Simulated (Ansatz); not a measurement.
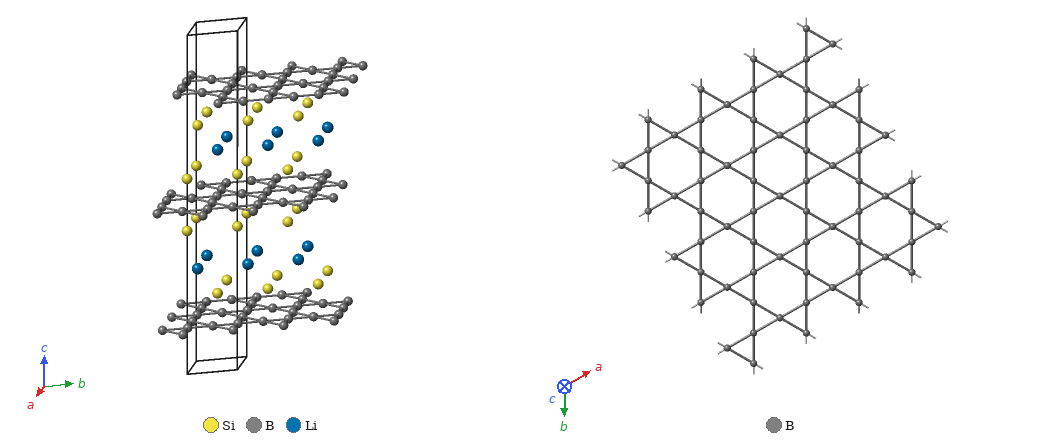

Left: the structure. Right: its underlying net. Nodes are coloured by element. One layer is drawn. Short stubs are edges that leave the cut-out.

The compound is LiSi₂B₃ (space group R-3m, No. 166), taken as coordinates from a relaxation with Ansatz 0.2.0, DFT PBE, scalar-relativistic, plane waves, PAW; the starting structure was generated, so it need not be a known form of this composition.

Bonds are taken as B–B below 1.9 Å; Li is left out of the net, as the electropositive filling of the structure. Atoms with one bond or none are removed and atoms with two bonds are replaced by edges, until no such atom is left.

The result is a uninodal 4-connected, two-periodic (layers) net: B is a 4-connected node. Si drops out. It is the kgm net, known from the kagome lattice. The layers lie parallel to (001).

```
node  links  point symbol  coordination sequence
   B      4   3^2.6^2.7^2           4 8 14 18 22
```
